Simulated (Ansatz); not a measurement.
**LiCl (rock salt): frozen-phonon scan**

LiCl (rock salt)

```
LiCl
1.0
    0.00000     5.15039     5.15039
    2.57520     0.00000     2.57520
    2.57520     2.57520     0.00000
Cl Li
2 2
Direct
  0.00000   0.00000   0.00000
  0.50000   0.00000   0.00000
  0.25000   0.50000   0.50000
  0.75000   0.50000   0.50000
```

A phonon eigenvector at L = (0.5, 0.0, 0.0) is frozen into this cell: atom i moves by Q times the vector below, so Q is the largest atomic displacement, in Å. The cell is held. It is one choice among 2 degenerate patterns. (q is in reciprocal vectors of the primitive cell; the cell shown is doubled to hold the pattern.)

```csv
atom,x,y,z
Li3,-0.285,0.520,-0.805
Li4,0.285,-0.520,0.805
```

Atoms not listed stay in place.

Level of theory: PBE (plane waves to 420 eV, PAW, scalar-relativistic; Ansatz, a quantum-chemistry and plane-wave program). k mesh 11×11×11 (Γ-centred), Fermi-Dirac smearing 0.05 eV. Energies are smeared free energies. LiCl was relaxed with its symmetry unable to fall. The zero of ΔE is the undisplaced structure.

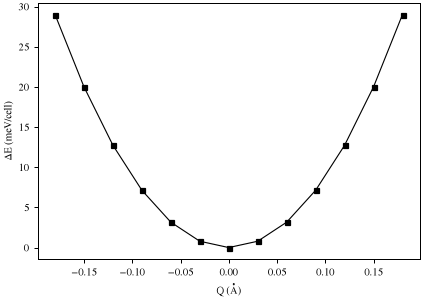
Fig. 1. ΔE (meV/cell) against Q (Å); one marker a computed point.

The energy at Q = 0.180 Å is 29.0 meV/cell. Shape of the curve: a single well with its minimum at or next to zero displacement. Harmonic wavenumber from the curvature (finite differences): 185 cm⁻¹. Wavenumber by perturbation theory (DFPT, on another k mesh): 185 cm⁻¹. Symmetry of the curve: even: the same for both signs.

E″ = 1.75 eV/Å², M = Σ mᵢ|uᵢ|² = 13.9 u, ν̃ = 521.5·√(|E″|/M).

(For displaced atoms, the force is minus the slope of the energy, and its curvature is a force constant, which sets phonon frequencies.)
